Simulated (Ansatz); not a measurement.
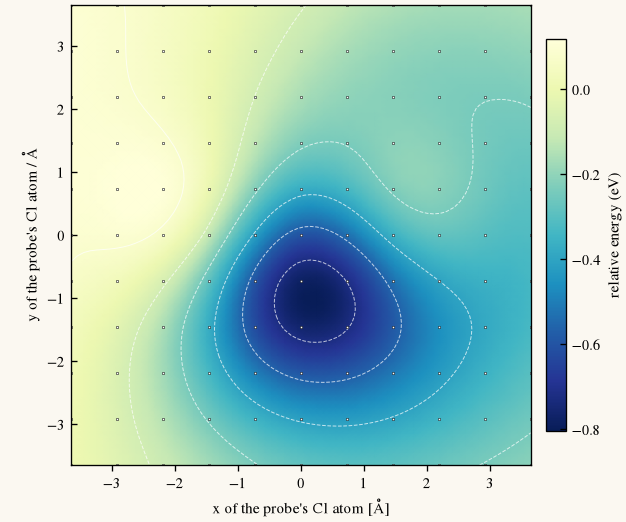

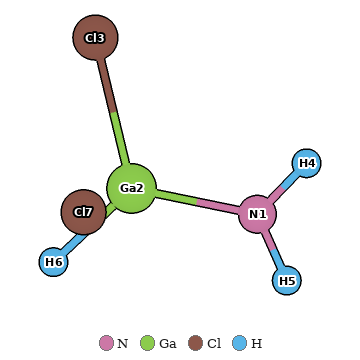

Energy landscape of ClGaH₃N (SMILES [NH2][GaH][Cl]) with the probe Cl-. The probe is moved over a plane parallel to the molecule's main plane, 3.10 Å above it. Coordinates scanned: (1) x of the probe's Cl atom; (2) y of the probe's Cl atom. Nothing is relaxed (molecule and probe rigid). Grid: 11 × 11 points. Energies: eV, counted from molecule and probe far apart, each relaxed in its own basis (no counterpoise correction). Theory: RHF-MP2, frozen core/def2-SVPD (Ansatz).

Drawn: a smooth colour map with a few white contour lines, dots at the grid points. Between grid points the surface is interpolated. The second picture is the structure at the lowest point.

### Describe this landscape.

The lowest grid point is at x of the probe's Cl atom = 0.00 Å, y of the probe's Cl atom = −0.73 Å [nearest 1 Ga at 3.10 Å], −0.78 eV from molecule and probe far apart, each relaxed in its own basis (no counterpoise correction). The bottom of the well lies between grid points, at about x of the probe's Cl atom = 0.18 Å, y of the probe's Cl atom = −1.02 Å, about 0.024 eV lower on the interpolated surface. No other kind of well shows on this grid. The highest grid point, x of the probe's Cl atom = −2.92 Å, y of the probe's Cl atom = 0.73 Å [nearest 1 Cl at 3.34 Å], lies 0.90 eV above the lowest. Near the minimum the well is nearly round, with a curvature of about 0.42 eV/Å².

Grid values (eV):

| y of the probe's Cl atom ↓, x of the probe's Cl atom → | −3.65 | −2.92 | −2.19 | −1.46 | −0.73 | 0.00 | 0.73 | 1.46 | 2.19 | 2.92 | 3.65 |
| --- | --- | --- | --- | --- | --- | --- | --- | --- | --- | --- | --- |
| 3.65 | 0.10 | 0.08 | 0.06 | 0.02 | −0.02 | −0.07 | −0.12 | −0.15 | −0.17 | −0.17 | −0.16 |
| 2.92 | 0.10 | 0.08 | 0.06 | 0.01 | −0.05 | −0.11 | −0.16 | −0.19 | −0.21 | −0.21 | −0.20 |
| 2.19 | 0.10 | 0.09 | 0.06 | 0.01 | −0.08 | −0.16 | −0.20 | −0.21 | −0.23 | −0.24 | −0.23 |
| 1.46 | 0.10 | 0.10 | 0.09 | 0.01 | −0.12 | −0.23 | −0.24 | −0.21 | −0.22 | −0.25 | −0.26 |
| 0.73 | 0.11 | 0.12 | 0.11 | 0.00 | −0.22 | −0.37 | −0.33 | −0.23 | −0.21 | −0.26 | −0.29 |
| 0.00 | 0.09 | 0.10 | 0.06 | −0.11 | −0.41 | −0.60 | −0.53 | −0.36 | −0.28 | −0.30 | −0.31 |
| −0.73 | 0.07 | 0.03 | −0.06 | −0.29 | −0.59 | −0.78 | −0.72 | −0.53 | −0.40 | −0.36 | −0.33 |
| −1.46 | 0.04 | −0.03 | −0.15 | −0.37 | −0.62 | −0.76 | −0.73 | −0.59 | −0.46 | −0.38 | −0.33 |
| −2.19 | 0.02 | −0.05 | −0.17 | −0.33 | −0.49 | −0.59 | −0.58 | −0.51 | −0.43 | −0.35 | −0.30 |
| −2.92 | 0.01 | −0.05 | −0.14 | −0.25 | −0.35 | −0.41 | −0.42 | −0.39 | −0.35 | −0.30 | −0.25 |
| −3.65 | 0.01 | −0.04 | −0.10 | −0.17 | −0.24 | −0.28 | −0.30 | −0.29 | −0.27 | −0.24 | −0.21 |

Each point was launched as `ansatz run input.yaml --threads 1 --pin off --max-ram 2560MiB --backend cpu --events-out ev --progress --plain --runs-dir out`. The whole map (121 points run) took 25 min on 1 thread of Arm Neoverse V2 (shared host).
